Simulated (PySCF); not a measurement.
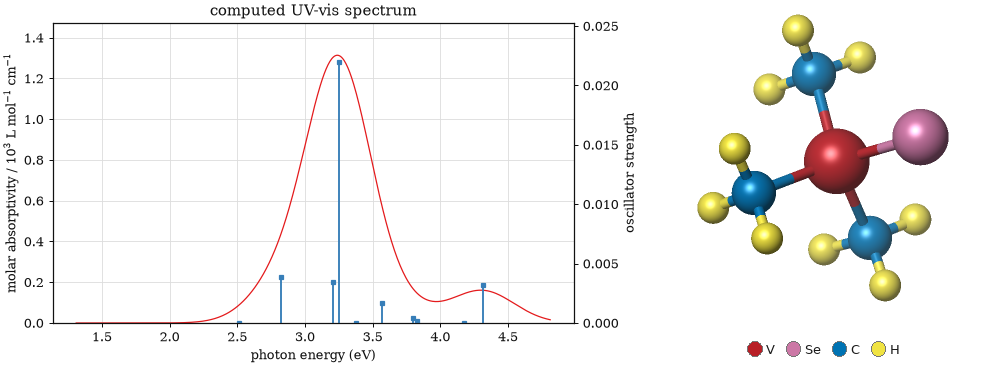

Computed absorption of C₃H₉SeV (VSeMe3), SMILES [CH3][V]([CH3])([CH3])=[Se], singlet. Vertical TDDFT excitations, CAM-B3LYP/def2-SVPD, PySCF 2.14.0, at a PBE0-D3(BJ)/def2-SVP geometry (no frequency check), gas phase. Only the first 15 singlet excitations are included; each is broadened by a Gaussian of 1/e half-width 0.33 eV. Sticks give oscillator strengths (right axis). States within 0.01 eV of each other are merged, with their strengths summed. The highest state may be half of a pair whose partner wasn't computed.

Q: Which of the computed transitions is the brightest, and what character does the calculation give it?

A: S6 at 3.25 eV (382 nm), f = 0.022, mixed, the largest part being HOMO → LUMO+1 (36 %) (S4/S5 lies within 0.06 eV, too close to order).

Q: Does any vertical transition fall in the visible?

A: 2 singlet levels lie below 3.1 eV (beyond 400 nm), with f up to 0.004, so absorption there is weak.

Q: List the transitions behind the spectrum.

A:
```csv
state,E (eV),λ (nm),f,main character
S1,2.51,494,0.000,HOMO → LUMO (49 %)
S2/S3,2.82,439,0.004,HOMO−1 → LUMO+1/LUMO
S4/S5,3.20,387,0.003,HOMO−2 → LUMO/LUMO+1
S6,3.25,382,0.022,HOMO → LUMO+1 (36 %)
S7,3.38,367,0.000,HOMO−3 → LUMO (46 %)
S8/S9,3.57,347,0.002,HOMO−4 → LUMO+1/LUMO
S10/S11,3.80,327,0.000,HOMO/HOMO−1 → LUMO+2
S12,3.83,324,0.000,HOMO−3 → LUMO+1 (43 %)
S13,4.18,297,0.000,HOMO−1 → LUMO+3 (51 %)
S14/S15,4.31,288,0.003,HOMO−5 → LUMO/LUMO+1
```

Known limits of this run: spin-orbit coupling is left out, and with Se it can shift these levels and split any degenerate set; core orbitals are frozen in the response.
